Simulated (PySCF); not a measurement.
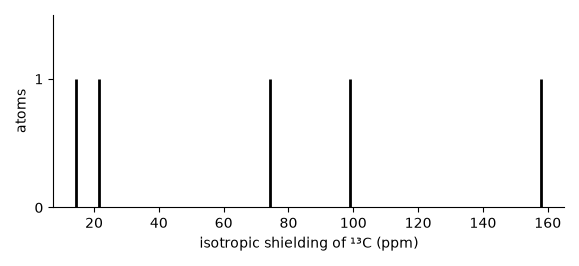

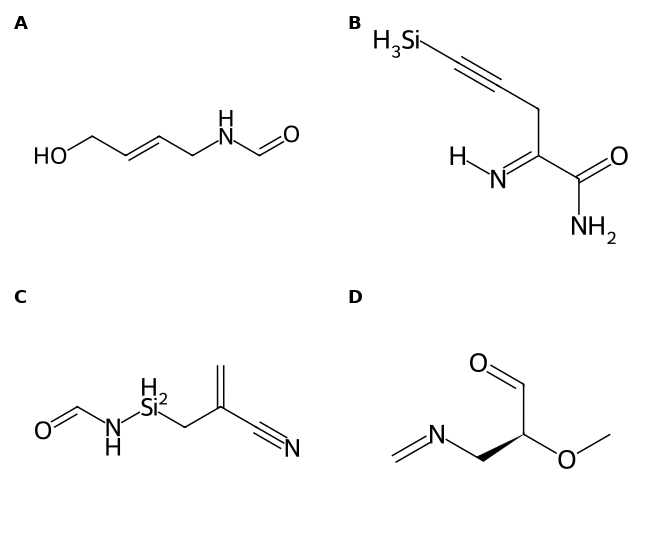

The sticks are computed shieldings of one of the molecules, for one fixed geometry (GFN2-xTB) without averaging over rotations. Low shielding means a high chemical shift. Method: GIAO PBE0/pcSseg-1 NMR shielding, non-relativistic, gas phase (PySCF 2.14.0).

Which molecule gives this pattern?

B, `[H]/N=C(\CC#C[SiH3])C(N)=O`. Its 5 C atoms give lines at 14.6, 21.4, 74.4, 99.0, 158.0 ppm.

The geometry is semi-empirical. Around Si such bond lengths and angles can be off by a tenth of an ångström or more and by several degrees, and values that hang on the shape move with them.
